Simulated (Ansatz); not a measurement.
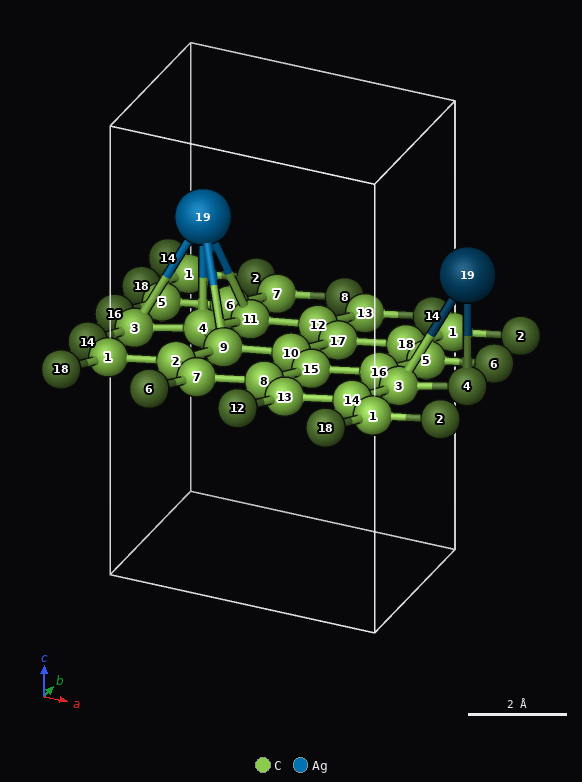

Figure 1. The starting structure (ball-and-stick view of the cell of the calculation, with the vacuum cut short, seen slightly off an axis; neighbours outside the cell are drawn fainter; atoms are numbered from 1 in the order of the input).

# Run report: AgC18, nudged elastic band (part 1 of 3)

System: AgC18 (slab, 19 atoms in the cell).
Method: DFT PBEsol, scalar-relativistic, plane waves, PAW, spin-polarised (Ansatz 0.2.0).

It belongs to a series of runs on one base structure; here: band between the two ends. Figures and captions count atoms from 1; the log counts them from 0 in places.

The input:
```yaml
crystal:
  lattice:
    - [7.398, 0.0, 0.0]
    - [-3.699, 6.406856, 0.0]
    - [0.0, 0.0, 12.0]
  atoms:
    - { symbol: C, position: [-0.00440055, -0.00779155, 0.08079515] }
    - { symbol: C, position: [0.21777928, 0.10293079, 0.08081931] }
    - { symbol: C, position: [-0.0061893, 0.32481579, 0.08379987] }
    - { symbol: C, position: [0.21780553, 0.43680106, 0.08998542] }
    - { symbol: C, position: [-0.00434429, 0.65917762, 0.08082539] }
    - { symbol: C, position: [0.21773318, 0.77050002, 0.08076143] }
    - { symbol: C, position: [0.3291351, -0.00752411, 0.07993712] }
    - { symbol: C, position: [0.55119913, 0.1034952, 0.08033083] }
    - { symbol: C, position: [0.32993035, 0.3248358, 0.08388961] }
    - { symbol: C, position: [0.55152558, 0.43676659, 0.08082954] }
    - { symbol: C, position: [0.32987578, 0.66079524, 0.08376551] }
    - { symbol: C, position: [0.55155589, 0.77044848, 0.08074999] }
    - { symbol: C, position: [0.66228191, -0.00747605, 0.0799198] }
    - { symbol: C, position: [0.8840148, 0.10300406, 0.08080906] }
    - { symbol: C, position: [0.66223231, 0.32545635, 0.07992832] }
    - { symbol: C, position: [0.88406639, 0.43672077, 0.08081806] }
    - { symbol: C, position: [0.66241333, 0.6591317, 0.08082056] }
    - { symbol: C, position: [0.88452483, 0.77015482, 0.08066171] }
    - { symbol: Ag, position: [0.21911724, 0.43600543, 0.28555275], spin: 0.07 }
magnetization:
  spin_polarized: true
basis:
  ecutwfc: 420.0
kpoints:
  mp_grid: { grid: [2, 2, 1] }
hamiltonian:
  xc: pbesol
scf:
  occupations: { method: fermi_dirac, width: 0.02 }
  lower_state_search: "off"
neb:
  images: 3
  f_tol: 0.05
  initial_path: linear
  max_iterations: 43
  final_atoms:
    - { symbol: C, position: [-0.00425334, -0.00753497, 0.08082056] }
    - { symbol: C, position: [0.21785816, 0.10348815, 0.08066171] }
    - { symbol: C, position: [-0.00438476, 0.32585728, 0.0799198] }
    - { symbol: C, position: [0.21734813, 0.43633739, 0.08080906] }
    - { symbol: C, position: [-0.00443436, 0.65878968, 0.07992832] }
    - { symbol: C, position: [0.21739972, 0.7700541, 0.08081806] }
    - { symbol: C, position: [0.32898904, -0.00748905, 0.08082539] }
    - { symbol: C, position: [0.55106651, 0.10383335, 0.08076143] }
    - { symbol: C, position: [0.32893278, 0.32554178, 0.08079515] }
    - { symbol: C, position: [0.55111261, 0.43626412, 0.08081931] }
    - { symbol: C, position: [0.32714403, 0.65814912, 0.08379987] }
    - { symbol: C, position: [0.55113886, 0.77013439, 0.08998542] }
    - { symbol: C, position: [0.66320911, -0.00587143, 0.08376551] }
    - { symbol: C, position: [0.88488922, 0.10378181, 0.08074999] }
    - { symbol: C, position: [0.66246843, 0.32580922, 0.07993712] }
    - { symbol: C, position: [0.88453246, 0.43682853, 0.08033083] }
    - { symbol: C, position: [0.66326368, 0.65816913, 0.08388961] }
    - { symbol: C, position: [0.88485891, 0.77009992, 0.08082954] }
    - { symbol: Ag, position: [0.55245057, 0.76933876, 0.28555275] }
  order_check: true
```

Hardware: 2 threads of Arm Neoverse V2, 24 GiB of memory available, shared host.

Launched with:
```bash
ansatz run input.yaml --threads 2 --pin off --max-ram 5120MiB --backend cpu --events-out ev --progress --plain --runs-dir out
```

Log:
```
Warning: neb: disabling space-group detection — the band's intermediate images generally break the endpoint symmetry, so no spatial operation reduces the k-mesh or symmetrises the density, except that a semilocal band can use its path's symmetry ahead of convergence; time reversal is kept, so that k and −k are solved as one point where they differ and the mesh holds both, and exact exchange and, on two spinor components, a DFT+U term hold to it where the run has them: on two components no moment then forms, and a state that bears one, which a typed moment (crystal.atoms[].spin; refused beside efield: under a hybrid functional) reaches, can lie lower, under hf by electronvolts; crystal.symmetry.detect: false (a key that needs symmetry detection or time reversal refuses this as the deck is read) with time_reversal: false beside it drops time reversal too
Engine: ansatz 0.2.0, aarch64-unknown-linux-gnu
Pseudopotentials: kind: paw
Pseudopotential: C, paw, valence charge 4, recommended cutoff 420 eV (normal), C.paw.azcp
Pseudopotential: Ag, paw, valence charge 19, recommended cutoff 420 eV (normal), Ag.paw.azcp
Functional definition: PBEsol
  exchange = pbesol_x
  correlation = pbesol_c
parallel-image band execution: 2 concurrent image workers
NEB image 0
Crystal: 19 atoms, lattice volume = 568.775 Å³
Basis set: ecut = 420 eV, 11177 PW (Γ), exchange–correlation on 100×100×162 points (8 copies of the dense FFT grid, shifted against one another)
Bands: 65, of which v1, the nominal top of the filled ones, is band 46 counted from 1 (45 counted from 0)
Symmetry: 1 space group operations
k-points: 4
Non-local potential: C, projectors of the file, l = 0: 2, l = 1: 2, l = 2: 1
Non-local potential: Ag, projectors of the file, l = 0: 3, l = 1: 2, l = 2: 2, l = 3: 1
PAW form: soft (Blöchl's): semilocal exchange-correlation on the pseudo side does not see the compensation charge
PAW frozen core: C, regenerated for the run's functional, and the local potential with it (the file was generated under x = pbe(κ = 0.804, μ = 0.2195149727645171), c = pbe(β = 0.06672455060314922))
PAW frozen core: Ag, regenerated for the run's functional, and the local potential with it (the file was generated under x = pbe(κ = 0.804, μ = 0.2195149727645171), c = pbe(β = 0.06672455060314922))
PAW one-centre angular grid: C, 110 points (default); XC on 64 Gauss nodes
PAW one-centre angular grid: Ag, 590 points (default); XC on 64 Gauss nodes
Initial density: superposition of atomic densities (neutral atoms: chi_scale 0, normalization atom)
Starting moments: Σ|m| = 0.07 μB on 1 of 19 sites
Initial wavefunctions: pseudopotential atomic-orbital guess
Functional: x = pbesol(κ = 0.804, μ = 0.12345679012345678), c = pbesol(β = 0.046)
SCF iter   1: F=—  HF=-11972.441595 eV  |F-HF|=—  |Δ(HF+E_count)|=         —  Δρ=3.57e-2 (↑3.57e-2 ↓3.54e-2)  dr2=3.86e1  dr2_m=2.76e-3  M=0.000 μB ∫|m|=0.022 μB  β_m=0.30  ethr=3.10e-3  ⟨swp⟩=9.2  Hψ=2574  notcnv=0  defer=44
preconditioner: auto → Resta (q_TF=auto, 2.010 Å⁻¹)  ε∞=1.9  [insulator: Δε(μ)=0.897 eV  Ē_g=14.811 eV  σ=0.020 eV  W_gap=1.00  n_scr=84 (ndim 8)  ℏωp=14.2 eV  f_vac=0.602  D(μ)=0.00/eV (n_scr^D=0)  ε∞_Penn≈1.9  vacuum switching on, ρ_ref=1.6e-2 e/Å³]
spin=Collinear: Resta preconditioning applied to the charge; magnetization (m = ρ↑ − ρ↓) channel mixes plain (no charge-response kernel on spin).
SCF iter   2: F=—  HF=-11963.395745 eV  |F-HF|=—  |Δ(HF+E_count)|=    9.05e0  Δρ=2.25e-2 (↑2.24e-2 ↓2.25e-2)  dr2=1.18e1  dr2_m=2.02e-3  M=0.000 μB ∫|m|=0.005 μB  β_m=0.30  ethr=3.10e-3  ⟨swp⟩=4.2  Hψ=1054  notcnv=0  defer=106
SCF iter   3: F=—  HF=-11960.617058 eV  |F-HF|=—  |Δ(HF+E_count)|=    2.78e0  Δρ=1.17e-2 (↑1.15e-2 ↓1.17e-2)  dr2=9.83e0  dr2_m=1.03e-3  M=0.000 μB ∫|m|=0.004 μB  β_m=0.30  ethr=3.10e-3  ⟨swp⟩=4.5  Hψ=1062  notcnv=0  defer=106
SCF iter   4: F=—  HF=-11960.370085 eV  |F-HF|=—  |Δ(HF+E_count)|=   2.47e-1  Δρ=9.31e-3 (↑9.31e-3 ↓9.17e-3)  dr2=4.08e0  dr2_m=5.19e-4  M=0.000 μB ∫|m|=0.003 μB  β_m=0.30  ethr=3.10e-3  ⟨swp⟩=4.0  Hψ=840  notcnv=0  defer=100
SCF iter   5: F=—  HF=-11959.218126 eV  |F-HF|=—  |Δ(HF+E_count)|=    1.15e0  Δρ=2.66e-3 (↑2.66e-3 ↓2.47e-3)  dr2=1.14e-1  dr2_m=2.41e-4  M=0.013 μB ∫|m|=0.014 μB  β_m=0.30  ethr=3.10e-3  ⟨swp⟩=4.5  Hψ=1012  notcnv=0  defer=106
SCF iter   6: F=—  HF=-11959.464521 eV  |F-HF|=—  |Δ(HF+E_count)|=   2.46e-1  Δρ=6.01e-3 (↑5.90e-3 ↓6.01e-3)  dr2=5.24e0  dr2_m=1.53e-4  M=0.001 μB ∫|m|=0.003 μB  β_m=0.30  ethr=1.25e-4  ⟨swp⟩=5.0  Hψ=1222  notcnv=0  defer=104
SCF iter   7: F=—  HF=-11959.419318 eV  |F-HF|=—  |Δ(HF+E_count)|=   4.52e-2  Δρ=2.72e-3 (↑2.72e-3 ↓2.67e-3)  dr2=1.26e0  dr2_m=7.95e-5  M=0.000 μB ∫|m|=0.001 μB  β_m=0.30  ethr=1.25e-4  ⟨swp⟩=6.0  Hψ=992  notcnv=0  defer=104
SCF iter   8: F=—  HF=-11959.249389 eV  |F-HF|=—  |Δ(HF+E_count)|=   1.70e-1  Δρ=1.83e-3 (↑1.83e-3 ↓1.80e-3)  dr2=5.58e-1  dr2_m=3.85e-5  M=0.002 μB ∫|m|=0.003 μB  β_m=0.30  ethr=1.25e-4  ⟨swp⟩=4.2  Hψ=810  notcnv=0  defer=104
SCF iter   9: F=—  HF=-11959.223026 eV  |F-HF|=—  |Δ(HF+E_count)|=   2.64e-2  Δρ=1.28e-3 (↑1.28e-3 ↓1.23e-3)  dr2=1.99e-1  dr2_m=2.70e-5  M=0.021 μB ∫|m|=0.023 μB  β_m=0.30  ethr=1.25e-4  ⟨swp⟩=3.2  Hψ=470  notcnv=0  defer=104
SCF iter  10: F=—  HF=-11959.220415 eV  |F-HF|=—  |Δ(HF+E_count)|=   2.61e-3  Δρ=7.00e-4 (↑5.90e-4 ↓7.00e-4)  dr2=6.37e-2  dr2_m=4.81e-5  M=0.037 μB ∫|m|=0.040 μB  β_m=1.00  ethr=1.25e-4  ⟨swp⟩=1.0  Hψ=416  notcnv=0  defer=104
SCF iter  11: F=—  HF=-11959.221235 eV  |F-HF|=—  |Δ(HF+E_count)|=   8.20e-4  Δρ=8.44e-4 (↑3.66e-4 ↓8.44e-4)  dr2=3.15e-2  dr2_m=1.17e-3  M=0.180 μB ∫|m|=0.188 μB  β_m=1.00  ethr=7.00e-5  ⟨swp⟩=1.0  Hψ=600  notcnv=0  defer=104
SCF iter  12: F=—  HF=-11959.255804 eV  |F-HF|=—  |Δ(HF+E_count)|=   3.46e-2  Δρ=3.18e-3 (↑3.18e-3 ↓1.41e-3)  dr2=4.06e-1  dr2_m=1.88e-2  M=0.756 μB ∫|m|=0.796 μB  β_m=1.00  ethr=3.46e-5  ⟨swp⟩=3.0  Hψ=571  notcnv=0  defer=104
SCF iter  13: F=—  HF=-11959.308822 eV  |F-HF|=—  |Δ(HF+E_count)|=   5.30e-2  Δρ=2.00e-3 (↑2.00e-3 ↓1.65e-3)  dr2=3.58e-1  dr2_m=6.11e-3  M=0.937 μB ∫|m|=1.106 μB  β_m=0.30  ethr=3.46e-5  ⟨swp⟩=4.5  Hψ=681  notcnv=0  defer=104
SCF iter  14: F=—  HF=-11959.314627 eV  |F-HF|=—  |Δ(HF+E_count)|=   5.80e-3  Δρ=1.93e-3 (↑1.93e-3 ↓1.76e-3)  dr2=3.63e-1  dr2_m=6.25e-3  M=0.999 μB ∫|m|=1.212 μB  β_m=0.30  ethr=3.46e-5  ⟨swp⟩=1.8  Hψ=603  notcnv=0  defer=104
Mixer restart at iter 14: flushing history
spin-set hold released at iteration 14 (site moments contracting): the magnetisation degrees of freedom join the quasi-Newton model from the next iteration; the mixer history was flushed
SCF iter  15: F=—  HF=-11959.354209 eV  |F-HF|=—  |Δ(HF+E_count)|=   3.96e-2  Δρ=4.59e-3 (↑4.59e-3 ↓2.25e-3)  dr2=1.24e0  dr2_m=2.90e-2  M=0.022 μB ∫|m|=0.314 μB  β_m=0.19  ethr=3.46e-5  ⟨swp⟩=5.5  Hψ=839  notcnv=0  defer=104  recentre
SCF iter  16: F=—  HF=-11959.277956 eV  |F-HF|=—  |Δ(HF+E_count)|=   7.63e-2  Δρ=1.50e-3 (↑1.31e-3 ↓1.50e-3)  dr2=1.46e-1  dr2_m=5.40e-3  M=0.986 μB ∫|m|=1.224 μB  β_m=0.09  ethr=3.46e-5  ⟨swp⟩=4.8  Hψ=883  notcnv=0  defer=104
SCF iter  17: F=—  HF=-11959.284140 eV  |F-HF|=—  |Δ(HF+E_count)|=   6.18e-3  Δρ=2.65e-3 (↑2.65e-3 ↓1.23e-3)  dr2=3.59e-1  dr2_m=1.07e-2  M=0.369 μB ∫|m|=0.672 μB  β_m=0.15  ethr=3.46e-5  ⟨swp⟩=3.9  Hψ=594  notcnv=0  defer=104  recentre
SCF iter  18: F=—  HF=-11959.287195 eV  |F-HF|=—  |Δ(HF+E_count)|=   3.05e-3  Δρ=1.83e-3 (↑1.83e-3 ↓1.31e-3)  dr2=2.05e-1  dr2_m=6.22e-3  M=1.060 μB ∫|m|=1.405 μB  β_m=0.08  ethr=3.46e-5  ⟨swp⟩=4.4  Hψ=792  notcnv=0  defer=104
SCF iter  19: F=—  HF=-11959.279661 eV  |F-HF|=—  |Δ(HF+E_count)|=   7.53e-3  Δρ=1.21e-3 (↑1.21e-3 ↓9.07e-4)  dr2=6.18e-2  dr2_m=3.87e-3  M=0.967 μB ∫|m|=1.419 μB  β_m=0.03  ethr=3.46e-5  ⟨swp⟩=2.8  Hψ=487  notcnv=0  defer=104
SCF iter  20: F=—  HF=-11959.284660 eV  |F-HF|=—  |Δ(HF+E_count)|=   5.00e-3  Δρ=1.38e-3 (↑1.38e-3 ↓9.39e-4)  dr2=1.01e-1  dr2_m=3.94e-3  M=1.008 μB ∫|m|=1.594 μB  β_m=0.06  ethr=3.46e-5  ⟨swp⟩=1.6  Hψ=422  notcnv=0  defer=104
SCF iter  21: F=—  HF=-11959.286844 eV  |F-HF|=—  |Δ(HF+E_count)|=   2.18e-3  Δρ=2.12e-3 (↑2.12e-3 ↓1.61e-3)  dr2=2.02e-1  dr2_m=1.16e-2  M=0.662 μB ∫|m|=1.301 μB  β_m=0.12  ethr=3.46e-5  ⟨swp⟩=5.1  Hψ=862  notcnv=0  defer=104
SCF iter  22: F=—  HF=-11959.285651 eV  |F-HF|=—  |Δ(HF+E_count)|=   1.19e-3  Δρ=1.54e-3 (↑1.54e-3 ↓1.10e-3)  dr2=1.25e-1  dr2_m=5.13e-3  M=0.673 μB ∫|m|=1.256 μB  β_m=0.56  ethr=3.46e-5  ⟨swp⟩=2.8  Hψ=656  notcnv=0  defer=104
SCF iter  23: F=—  HF=-11959.282200 eV  |F-HF|=—  |Δ(HF+E_count)|=   3.45e-3  Δρ=6.44e-4 (↑6.44e-4 ↓5.84e-4)  dr2=2.39e-2  dr2_m=1.16e-3  M=0.725 μB ∫|m|=1.324 μB  β_m=0.52  ethr=3.46e-5  ⟨swp⟩=2.9  Hψ=468  notcnv=0  defer=104
SCF iter  24: F=—  HF=-11959.281918 eV  |F-HF|=—  |Δ(HF+E_count)|=   2.82e-4  Δρ=5.15e-4 (↑5.15e-4 ↓3.58e-4)  dr2=3.10e-3  dr2_m=8.09e-4  M=0.750 μB ∫|m|=1.406 μB  β_m=0.76  ethr=2.62e-5  ⟨swp⟩=1.2  Hψ=419  notcnv=0  defer=104
SCF iter  25: F=—  HF=-11959.283547 eV  |F-HF|=—  |Δ(HF+E_count)|=   1.63e-3  Δρ=2.04e-4 (↑2.04e-4 ↓1.57e-4)  dr2=1.05e-3  dr2_m=8.13e-5  M=0.705 μB ∫|m|=1.509 μB  β_m=0.68  ethr=3.40e-6  ⟨swp⟩=2.2  Hψ=712  notcnv=0  defer=104
SCF iter  26: F=—  HF=-11959.283483 eV  |F-HF|=—  |Δ(HF+E_count)|=   6.34e-5  Δρ=2.62e-4 (↑1.29e-4 ↓2.62e-4)  dr2=7.95e-4  dr2_m=1.35e-4  M=0.680 μB ∫|m|=1.576 μB  β_m=0.54  ethr=1.15e-6  ⟨swp⟩=2.1  Hψ=758  notcnv=0  defer=104
SCF iter  27: F=—  HF=-11959.283547 eV  |F-HF|=—  |Δ(HF+E_count)|=   6.37e-5  Δρ=9.46e-5 (↑7.84e-5 ↓9.46e-5)  dr2=2.05e-4  dr2_m=2.71e-5  M=0.720 μB ∫|m|=1.572 μB  β_m=0.50  ethr=8.73e-7  ⟨swp⟩=2.0  Hψ=670  notcnv=0  defer=104
SCF iter  28: F=—  HF=-11959.283542 eV  |F-HF|=—  |Δ(HF+E_count)|=   5.00e-6  Δρ=3.20e-5 (↑2.70e-5 ↓3.20e-5)  dr2=3.58e-5  dr2_m=3.04e-6  M=0.723 μB ∫|m|=1.564 μB  β_m=0.55  ethr=2.25e-7  ⟨swp⟩=1.5  Hψ=536  notcnv=0  defer=104
SCF iter  29: F=—  HF=-11959.283599 eV  |F-HF|=—  |Δ(HF+E_count)|=   5.70e-5  Δρ=1.01e-5 (↑8.76e-6 ↓1.01e-5)  dr2=1.97e-6  dr2_m=2.40e-7  M=0.720 μB ∫|m|=1.559 μB  β_m=0.48  ethr=3.93e-8  ⟨swp⟩=1.9  Hψ=655  notcnv=0  defer=104
[...]
  greatest PAW one-centre occupation: 1.001 electrons in one spin orbital (limit 2), on the Ag atom at site 18 (counted from 0), in its partial waves of l = 0
NSCF: frozen V_eff on 4 k-points
NEB image 4
preconditioner: auto → Resta (q_TF=auto, 2.010 Å⁻¹)  ε∞=1.9  [insulator: Δε(μ)=0.897 eV  Ē_g=14.817 eV  σ=0.020 eV  W_gap=1.00  n_scr=84 (ndim 8)  ℏωp=14.2 eV  f_vac=0.602  D(μ)=0.00/eV (n_scr^D=0)  ε∞_Penn≈1.9  vacuum switching on, ρ_ref=1.6e-2 e/Å³]
spin=Collinear: Resta preconditioning applied to the charge; magnetization (m = ρ↑ − ρ↓) channel mixes plain (no charge-response kernel on spin).
Mixer restart at iter 14: flushing history
spin-set hold released at iteration 14 (site moments contracting): the magnetisation degrees of freedom join the quasi-Newton model from the next iteration; the mixer history was flushed
NSCF: frozen V_eff on 4 k-points
NEB end point (image 0): max|allowed force component| = 1.784e-2 eV/Å (the criterion of neb.relax_end_points is 1.000e-2)
NEB end point (image 4): max|allowed force component| = 1.784e-2 eV/Å (the criterion of neb.relax_end_points is 1.000e-2)
NEB image 1
preconditioner: auto → Resta (q_TF=auto, 2.010 Å⁻¹)  ε∞=1.9  [insulator: Δε(μ)=0.911 eV  Ē_g=14.807 eV  σ=0.020 eV  W_gap=1.00  n_scr=84 (ndim 8)  ℏωp=14.2 eV  f_vac=0.602  D(μ)=0.00/eV (n_scr^D=0)  ε∞_Penn≈1.9  vacuum switching on, ρ_ref=1.6e-2 e/Å³]
spin=Collinear: Resta preconditioning applied to the charge; magnetization (m = ρ↑ − ρ↓) channel mixes plain (no charge-response kernel on spin).
Mixer restart at iter 8: flushing history
spin-set hold released at iteration 8 (site moments contracting): the magnetisation degrees of freedom join the quasi-Newton model from the next iteration; the mixer history was flushed
```
